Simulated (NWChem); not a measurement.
# CH6O3Si (SMILES CO[SiH](O)O) at 6 levels

Wanted: a comparison of 6 runs (HF/STO-3G, HF/3-21G, B3LYP/6-31G*, CAM-B3LYP/def2-SVP, MP2/3-21G) of CH6O3Si. 

The calculation is run with NWChem 7.3.0.

### Step 1. The system as given

The species is CH6O3Si (11 atoms), meant as a singlet with charge 0. SMILES: `CO[SiH](O)O`. The coordinates come from a PBE0-D4/def2-TZVP relaxation. This is one conformer, not always the lowest.

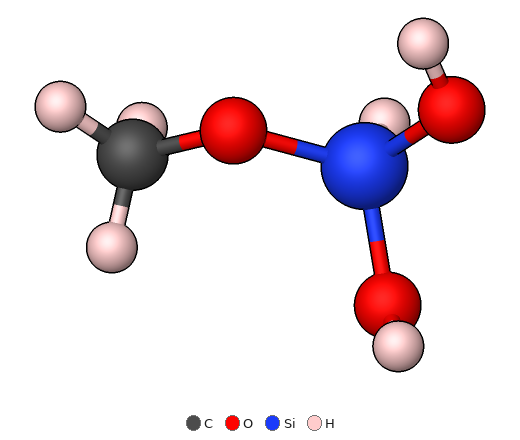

Viewed from a chosen angle; carbon dark grey, oxygen red, silicon blue, hydrogen pink.

### Step 2. Energy and forces at HF/STO-3G (run 1)

File calc.nw:

```
start calc
memory stack 880 mb heap 220 mb global 1100 mb

geometry units angstrom noautosym nocenter noautoz
   C     -0.301500     1.515300    -0.811800
   O      0.479700     0.655500    -0.012800
   Si     0.176600    -0.941100     0.173000
   O     -1.224000    -1.273900     0.939200
   O      1.417600    -1.523000     1.061700
   H     -0.474000     1.095000    -1.809200
   H     -1.271700     1.713700    -0.345700
   H      0.232600     2.460300    -0.923400
   H      0.038500    -1.577200    -1.152600
   H     -1.249800    -1.145700     1.889100
   H      2.241400    -1.035900     1.013000
end

basis spherical bse
   * library STO-3G
end

scf
   thresh 1e-08
   maxiter 80
   noprint "final vectors analysis"
end

task scf gradient
```

Run with:

```console
$ nwchem calc.nw > calc.out
```

The program printed:

```text
[...]
  functions       =    35
[...]
  wavefunction    = RHF
[...]
         Total SCF energy =   -548.076027070554
      One-electron energy =  -1279.162914040789
      Two-electron energy =    471.279335046586
 Nuclear repulsion energy =    259.807551923649
        Time for solution =      2.6s
[...]
                         RHF ENERGY GRADIENTS
    atom               coordinates                        gradient
                 x          y          z           x          y          z
   1 C      -0.569752   2.863502  -1.534080    0.001040   0.013116  -0.001631
   2 O       0.906502   1.238715  -0.024188   -0.014934  -0.014585  -0.010028
   3 Si      0.333726  -1.778421   0.326923    0.005858   0.014692   0.038667
   4 O      -2.313025  -2.407322   1.774831    0.017307   0.007803   0.023719
   5 O       2.678876  -2.878053   2.006322    0.013292   0.025663  -0.014911
   6 H      -0.895730   2.069250  -3.418892    0.002879  -0.003530   0.002339
   7 H      -2.403165   3.238423  -0.653278    0.003333  -0.003424   0.003056
   8 H       0.439550   4.649293  -1.744973    0.001077  -0.003002   0.001309
   9 H       0.072754  -2.980476  -2.178098   -0.003412  -0.011263  -0.025165
  10 H      -2.361780  -2.165059   3.569881   -0.008851  -0.006576  -0.024342
  11 H       4.235632  -1.957567   1.914292   -0.017590  -0.018892   0.006987
[...]
```

It took 3.9 s on 1 thread of Intel Xeon Platinum 8375C at 2.90GHz (Ice Lake), shared host; peak memory 0.099 GiB.

### Step 3. Energy and forces at HF/3-21G (run 2)

File ch6o3si.nw:

```
start ch6o3si
title "CH6O3Si"
memory 2200 mb

geometry units angstroms noautosym nocenter noautoz
 C     -0.301500     1.515300    -0.811800
 O      0.479700     0.655500    -0.012800
 Si     0.176600    -0.941100     0.173000
 O     -1.224000    -1.273900     0.939200
 O      1.417600    -1.523000     1.061700
 H     -0.474000     1.095000    -1.809200
 H     -1.271700     1.713700    -0.345700
 H      0.232600     2.460300    -0.923400
 H      0.038500    -1.577200    -1.152600
 H     -1.249800    -1.145700     1.889100
 H      2.241400    -1.035900     1.013000
end

basis spherical bse
 * library 3-21G
end

scf
 thresh 1e-08
 maxiter 80
end

task scf gradient
```

Run with:

```console
$ nwchem ch6o3si.nw > ch6o3si.out
```

The program printed:

```text
[...]
  functions       =    61
[...]
  wavefunction    = RHF
[...]
         Total SCF energy =   -552.012066305990
      One-electron energy =  -1279.839794172204
      Two-electron energy =    468.020175942565
 Nuclear repulsion energy =    259.807551923649
        Time for solution =      2.7s
[...]
                         RHF ENERGY GRADIENTS
    atom               coordinates                        gradient
                 x          y          z           x          y          z
   1 C      -0.569752   2.863502  -1.534080    0.009277  -0.023805   0.013207
   2 O       0.906502   1.238715  -0.024188   -0.006530  -0.003668  -0.006041
   3 Si      0.333726  -1.778421   0.326923    0.006498   0.023160   0.031160
   4 O      -2.313025  -2.407322   1.774831    0.008547  -0.003413  -0.013208
   5 O       2.678876  -2.878053   2.006322   -0.014613   0.000804  -0.006393
   6 H      -0.895730   2.069250  -3.418892   -0.000531  -0.002471  -0.006040
   7 H      -2.403165   3.238423  -0.653278   -0.006174   0.001204   0.003912
   8 H       0.439550   4.649293  -1.744973    0.004850   0.006948  -0.000448
   9 H       0.072754  -2.980476  -2.178098   -0.001557  -0.003859  -0.002136
  10 H      -2.361780  -2.165059   3.569881    0.010045   0.002995  -0.006765
  11 H       4.235632  -1.957567   1.914292   -0.009811   0.002106  -0.007247
[...]
```

Wall time 4.2 s (1 thread of Intel Xeon Platinum 8375C at 2.90GHz (Ice Lake), shared host); peak memory 0.099 GiB.

Runs 3 to 4 aren't shown in full; the table further down has their settings and results.

### Step 4. Energy and forces at CAM-B3LYP/def2-SVP (run 5)

File run.py:

```python
from ase import Atoms
from ase.calculators.nwchem import NWChem

system = Atoms('COSiOOHHHHHH', positions=[
    [-0.301500, 1.515300, -0.811800],
    [0.479700, 0.655500, -0.012800],
    [0.176600, -0.941100, 0.173000],
    [-1.224000, -1.273900, 0.939200],
    [1.417600, -1.523000, 1.061700],
    [-0.474000, 1.095000, -1.809200],
    [-1.271700, 1.713700, -0.345700],
    [0.232600, 2.460300, -0.923400],
    [0.038500, -1.577200, -1.152600],
    [-1.249800, -1.145700, 1.889100],
    [2.241400, -1.035900, 1.013000],
])

calc = NWChem(
    label='ch6o3si',
    theory='dft',
    memory='2200 mb',
    basis='def2-SVP',
    basispar='spherical bse',
    dft={'xc': 'xcamb88 1.00 lyp 0.81 vwn_5 0.19 hfexch 1.00', 'cam': '0.33 cam_alpha 0.19 cam_beta 0.46', 'mult': '1', 'grid': 'fine', 'convergence': 'energy 1e-08', 'direct': None, 'iterations': '100', 'mulliken': None},
)
system.calc = calc

forces = system.get_forces()
print(f"energy = {system.get_potential_energy():.6f} eV")
print("forces (eV/A):")
for s, f in zip(system.symbols, forces):
    print(f"{s:2s} {f[0]:10.5f} {f[1]:10.5f} {f[2]:10.5f}")
print("dipole (e A):", system.get_dipole_moment().round(4))
```

Run with:

```console
$ export ASE_NWCHEM_COMMAND="nwchem PREFIX.nwi > PREFIX.nwo"
$ python run.py
```

The program printed:

```text
energy = -15146.318725 eV
forces (eV/A):
C     0.32689   -0.21993    0.27706
O    -0.04340    0.56549   -0.13395
Si   -0.00036   -0.43344   -0.45143
O    -0.42223   -0.07868    0.04695
O     0.17689   -0.24749    0.27017
H    -0.06279   -0.08073   -0.26637
H    -0.26678    0.06999    0.09163
H     0.09179    0.27943   -0.06417
H    -0.00231    0.01820   -0.04165
H    -0.02972    0.02108    0.24955
H     0.23202    0.10608    0.02221
dipole (e A): [0.0885 0.367  0.0399]
```

The calculator wrote ch6o3si.nwi:

```
title "ch6o3si"

permanent_dir ch6o3si

scratch_dir ch6o3si

start ch6o3si

geometry units angstrom nocenter noautosym noautoz
  C  -3.0149999999999999e-01 1.5153000000000001e+00 -8.1179999999999997e-01
  O  4.7970000000000002e-01 6.5549999999999997e-01 -1.2800000000000001e-02
  Si 1.7660000000000001e-01 -9.4110000000000005e-01 1.7299999999999999e-01
  O  -1.2240000000000000e+00 -1.2739000000000000e+00 9.3920000000000003e-01
  O  1.4176000000000000e+00 -1.5229999999999999e+00 1.0617000000000001e+00
  H  -4.7399999999999998e-01 1.0950000000000000e+00 -1.8091999999999999e+00
  H  -1.2717000000000001e+00 1.7137000000000000e+00 -3.4570000000000001e-01
  H  2.3260000000000000e-01 2.4603000000000002e+00 -9.2340000000000000e-01
  H  3.8500000000000000e-02 -1.5771999999999999e+00 -1.1526000000000001e+00
  H  -1.2498000000000000e+00 -1.1456999999999999e+00 1.8891000000000000e+00
  H  2.2414000000000001e+00 -1.0359000000000000e+00 1.0129999999999999e+00
end

memory 2200 mb

basis spherical bse noprint
   * library def2-SVP
end

dft
  xc xcamb88 1.00 lyp 0.81 vwn_5 0.19 hfexch 1.00
  cam 0.33 cam_alpha 0.19 cam_beta 0.46
  mult 1
  grid fine
  convergence energy 1e-08
  direct
  iterations 100
  mulliken
end

task dft gradient
```

ch6o3si.nwo:

```text
Northwest Computational Chemistry Package (NWChem) 7.3.0
             --------------------------------------------------------

           Job information
           ---------------

    nwchem branch   = 7.3.0
    use scalapack   = T
    input           = ch6o3si.nwi
    prefix          = ch6o3si.
    data base       = ch6o3si/ch6o3si.db
    status          = startup
    nproc           =        1

           Memory information
           ------------------

    heap     =     72089594 doubles =      550.0 Mbytes
    stack    =     72089599 doubles =      550.0 Mbytes
    global   =    144179200 doubles =     1100.0 Mbytes (distinct from heap & stack)
    total    =    288358393 doubles =     2200.0 Mbytes
    verify   = yes
    hardfail = no

[... 111 lines left out ...]
  convergence criterion.
[... 47 lines left out ...]
          Spatial weights used:  Erf1
[... 72 lines left out ...]
         Total DFT energy =     -556.616951132578
[... 3 lines left out ...]
 Nuclear repulsion energy =      259.807551923648
[... 799 lines left out ...]
          Convergence on gradient requested:  5.00D-04
[... 33 lines left out ...]
          total energy or number of iterations.
[... 32 lines left out ...]
                         DFT ENERGY GRADIENTS

    atom               coordinates                        gradient
                 x          y          z           x          y          z
   1 C      -0.569752   2.863502  -1.534080   -0.006357   0.004277  -0.005388
   2 O       0.906502   1.238715  -0.024188    0.000844  -0.010997   0.002605
   3 Si      0.333726  -1.778421   0.326923    0.000007   0.008429   0.008779
[... 7 lines of this table left out ...]
  11 H       4.235632  -1.957567   1.914292   -0.004512  -0.002063  -0.000432

                 ----------------------------------------
                 |  Time  |  1-e(secs)   |  2-e(secs)   |
                 ----------------------------------------
                 |  CPU   |       0.01   |      26.70   |
                 ----------------------------------------
                 |  WALL  |       0.01   |      26.70   |
                 ----------------------------------------

 Task  times  cpu:       91.4s     wall:       91.4s
 Total times  cpu:       91.4s     wall:       91.4s
```

It took 93 s on 1 thread of Intel Xeon Platinum 8375C at 2.90GHz (Ice Lake), shared host; peak memory 0.13 GiB.

### Step 5. Energy and gradient at MP2/3-21G (run 6)

File test.nw:

```
start test
title "CH6O3Si"
memory total 2200 mb

geometry units angstrom noautosym nocenter noautoz
  C    -0.301500    1.515300   -0.811800
  O     0.479700    0.655500   -0.012800
  Si    0.176600   -0.941100    0.173000
  O    -1.224000   -1.273900    0.939200
  O     1.417600   -1.523000    1.061700
  H    -0.474000    1.095000   -1.809200
  H    -1.271700    1.713700   -0.345700
  H     0.232600    2.460300   -0.923400
  H     0.038500   -1.577200   -1.152600
  H    -1.249800   -1.145700    1.889100
  H     2.241400   -1.035900    1.013000
end

basis "ao basis" spherical bse
  C library 3-21G
  O library 3-21G
  Si library 3-21G
  H library 3-21G
end

scf
  thresh 1e-08
  maxiter 80
  print medium
end

mp2
  freeze core 9
  tight
end

task mp2 gradient
```

Run with:

```console
$ nwchem test.nw > test.out
```

The program printed:

```text
[...]
  functions       =    61
[...]
  wavefunction    = RHF
[...]
         Total SCF energy =   -552.012066305990
      One-electron energy =  -1279.839794172204
      Two-electron energy =    468.020175942565
 Nuclear repulsion energy =    259.807551923649
        Time for solution =      2.7s
[...]
          Total MP2 energy          -552.498289088860
[...]
                         mp2 ENERGY GRADIENTS
    atom               coordinates                        gradient
                 x          y          z           x          y          z
   1 C      -0.569752   2.863502  -1.534080    0.012768  -0.023106   0.015920
   2 O       0.906502   1.238715  -0.024188   -0.023305  -0.011306  -0.015550
   3 Si      0.333726  -1.778421   0.326923    0.007881   0.023945   0.036583
   4 O      -2.313025  -2.407322   1.774831    0.022401   0.006057   0.002144
   5 O       2.678876  -2.878053   2.006322   -0.009238   0.017741  -0.016615
   6 H      -0.895730   2.069250  -3.418892    0.002074   0.000036   0.003053
   7 H      -2.403165   3.238423  -0.653278    0.002704  -0.001412   0.001234
   8 H       0.439550   4.649293  -1.744973    0.000865  -0.001277   0.000928
   9 H       0.072754  -2.980476  -2.178098    0.000826  -0.001073   0.002622
  10 H      -2.361780  -2.165059   3.569881    0.008270  -0.000910  -0.025427
  11 H       4.235632  -1.957567   1.914292   -0.025246  -0.008695  -0.004892
[...]
```

It took 8.1 s on 1 thread of Intel Xeon Platinum 8375C at 2.90GHz (Ice Lake), shared host; peak memory 0.16 GiB.

### Step 6. Overview of the runs

```
run                               level  Cartesian functions  iteration cap  energy (Eh)  dipole moment (D)  largest force (eV/Å)  wall time
  1                           HF/STO-3G                   no             80  -548.076027               1.18                 2.148      3.9 s
  2                            HF/3-21G                   no             80  -552.012066               2.30                 2.024      4.2 s
  3  B3LYP/6-31G* (Cartesian functions)                  yes            100  -556.994559                  –                 0.625       31 s
  4  B3LYP/6-31G* (spherical functions)                   no            100  -556.988058               1.85                 0.649       62 s
  5                  CAM-B3LYP/def2-SVP                   no            100  -556.616951               1.82                 0.626       93 s
  6                           MP2/3-21G                   no             80  -552.498289               2.14                 2.285      8.1 s
```

### Step 7. Results

| quantity | value |
| --- | --- |
| run 6: total energy | -552.49829 Eh |
| run 6: dipole moment (of the density that the program reports) | 2.14 D |
| run 6: HOMO energy (Hartree–Fock orbitals) | -12.23 eV |
| run 6: LUMO energy (Hartree–Fock orbitals) | 6.20 eV |
| run 6: HOMO–LUMO gap (Hartree–Fock orbitals) | 18.43 eV |
| run 6: correlation energy (9 core orbitals frozen) | -486.2 mEh |
| run 6: largest force on an atom | 2.285 eV/Å |

What this shows: Over runs 1, 2, 4, 5, 6 the dipole moment (its size) runs from 1.18 D (HF/STO-3G) to 2.30 D (HF/3-21G). Totals of different functionals can't be ranked against each other. In run 1 the basis is minimal, so the values are rough. All runs together took 3.4 min, the longest 93 s.
